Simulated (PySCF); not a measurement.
## Electronic structure of C$_{9}$H$_{22}$S$_{2}$Si (SMILES CCCCS[SiH](C)SCCCC) in real space

```yaml
atoms:
  - { symbol: C, position_ang: [4.9026, -1.0773, -1.6327] }
  - { symbol: C, position_ang: [4.3128, -0.8274, -0.2549] }
  - { symbol: C, position_ang: [3.8475, 0.6072, -0.0546] }
  - { symbol: C, position_ang: [3.2180, 0.8831, 1.3018] }
  - { symbol: S, position_ang: [1.7391, -0.1307, 1.6916] }
  - { symbol: Si, position_ang: [0.3525, 0.5754, 0.2190] }
  - { symbol: C, position_ang: [0.4226, 2.4393, 0.0360] }
  - { symbol: S, position_ang: [-1.5170, -0.1208, 0.9896] }
  - { symbol: C, position_ang: [-2.5434, 0.0031, -0.5310] }
  - { symbol: C, position_ang: [-3.7802, -0.8729, -0.4164] }
  - { symbol: C, position_ang: [-4.7327, -0.4779, 0.7038] }
  - { symbol: C, position_ang: [-5.9618, -1.3686, 0.7783] }
  - { symbol: H, position_ang: [5.2310, -2.1215, -1.7472] }
  - { symbol: H, position_ang: [5.7756, -0.4321, -1.8238] }
  - { symbol: H, position_ang: [4.1635, -0.8749, -2.4248] }
  - { symbol: H, position_ang: [3.4583, -1.5018, -0.0797] }
  - { symbol: H, position_ang: [5.0560, -1.0756, 0.5237] }
  - { symbol: H, position_ang: [4.7026, 1.2970, -0.1771] }
  - { symbol: H, position_ang: [3.1342, 0.8757, -0.8560] }
  - { symbol: H, position_ang: [2.9597, 1.9469, 1.4125] }
  - { symbol: H, position_ang: [3.9244, 0.6412, 2.1118] }
  - { symbol: H, position_ang: [0.5544, -0.0510, -1.1284] }
  - { symbol: H, position_ang: [1.3766, 2.7760, -0.3991] }
  - { symbol: H, position_ang: [-0.3877, 2.7747, -0.6305] }
  - { symbol: H, position_ang: [0.2871, 2.9213, 1.0159] }
  - { symbol: H, position_ang: [-1.9347, -0.3089, -1.3936] }
  - { symbol: H, position_ang: [-2.8301, 1.0567, -0.6806] }
  - { symbol: H, position_ang: [-4.3130, -0.8296, -1.3836] }
  - { symbol: H, position_ang: [-3.4646, -1.9224, -0.2835] }
  - { symbol: H, position_ang: [-4.1925, -0.5068, 1.6655] }
  - { symbol: H, position_ang: [-5.0385, 0.5742, 0.5633] }
  - { symbol: H, position_ang: [-6.5388, -1.3374, -0.1602] }
  - { symbol: H, position_ang: [-6.6349, -1.0619, 1.5930] }
  - { symbol: H, position_ang: [-5.6817, -2.4192, 0.9571] }
```

Geometry: PBE0-D3(BJ)/def2-SVP.

The calculation used PySCF 2.14.0, PBE0/pcSseg-1, SCF density, gas phase, non-relativistic.

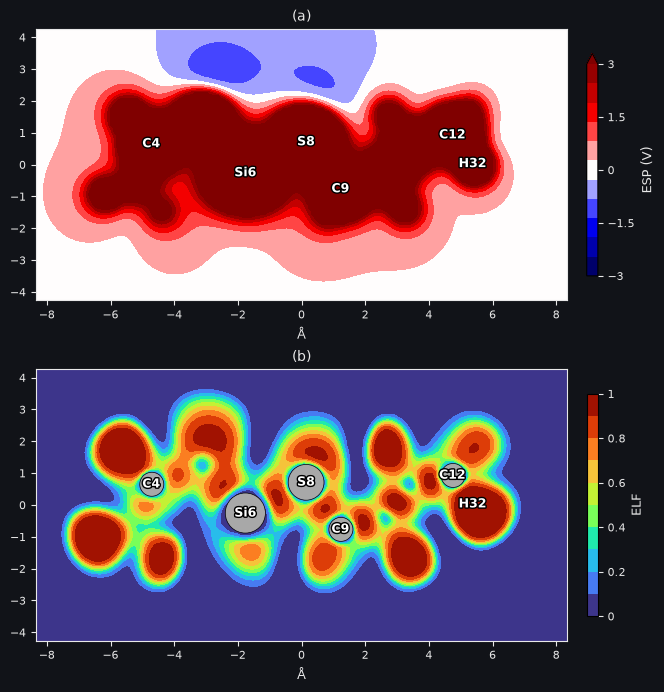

Figure 1. (a) molecular electrostatic potential; (b) ELF on the plane of atoms Si6, S8 and C9. Grey discs cover the atomic cores in the ELF map.

What do the fields say about this system?

Atoms in the plane: C, Si, S and H.
C–S (1.84 Å): the ELF peaks at about 0.90 between the atoms (localised, covalent bonding).
Si–S (2.14 Å): the ELF peaks at about 0.95 between the atoms: localised, covalent bonding.
C–H (1.10 Å): the ELF climbs to about 1 towards the hydrogen, as it does in any bond to H: a covalent bond by its length.
The ELF also peaks beside S8 and S5, away from the bonds: lone-pair regions.
Outside the dense part of the molecule the potential is most negative (−1.2 V) near S5, which lies off the plane.

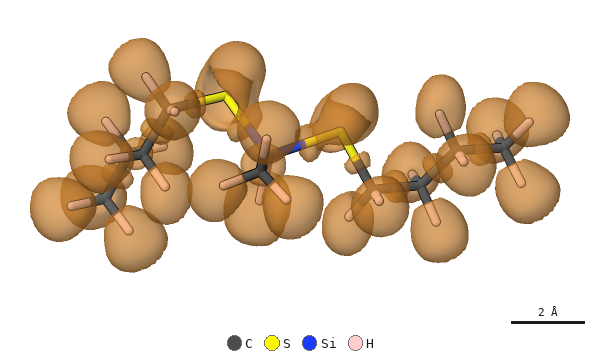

Figure 2. Isosurface of the electron localisation function at 0.8 (orange), seen from one side. Only the valence region is drawn (cores and ρ < 0.01 e/Å³ removed).

Identify the bonds, lone pairs and shells in this picture.

At this value the surface marks out six regions between bonded C–C atoms (shared pairs), two regions between bonded C–S atoms (shared pairs), one region between bonded C–Si atoms (shared pairs), 22 regions around hydrogen nuclei and two regions on S in which the atom's valence shell and bonds are merged. Along the contacts the grid gives the following. C–C (1.52 Å): the ELF peaks at about 0.95 between the atoms; localised, covalent bonding. C–S (1.83 Å): the ELF peaks at about 0.90 between the atoms (localised, covalent bonding).

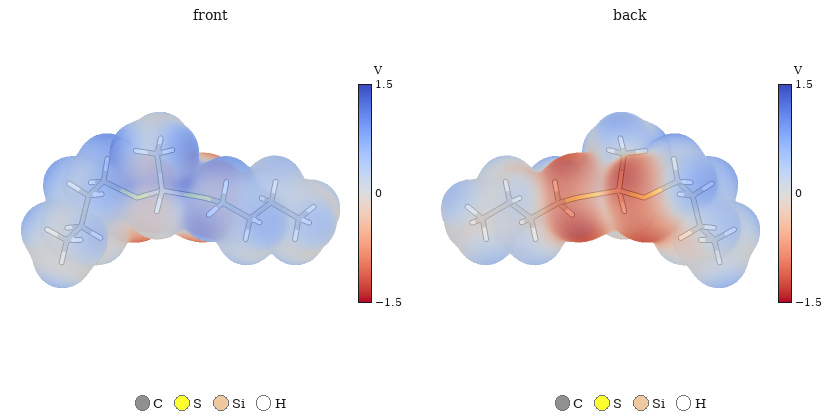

Figure 3. The electrostatic potential painted on the density surface at 0.002 e/bohr³, seen from the front and from behind; red is negative and blue positive.

Describe the electrostatic potential map.

The most negative region (about −1.2 V, or −28 kcal/mol for a unit charge) lies over S5 and S8, the most positive (about +1.0 V, or +23 kcal/mol for a unit charge) over Si6, H23 and H24.
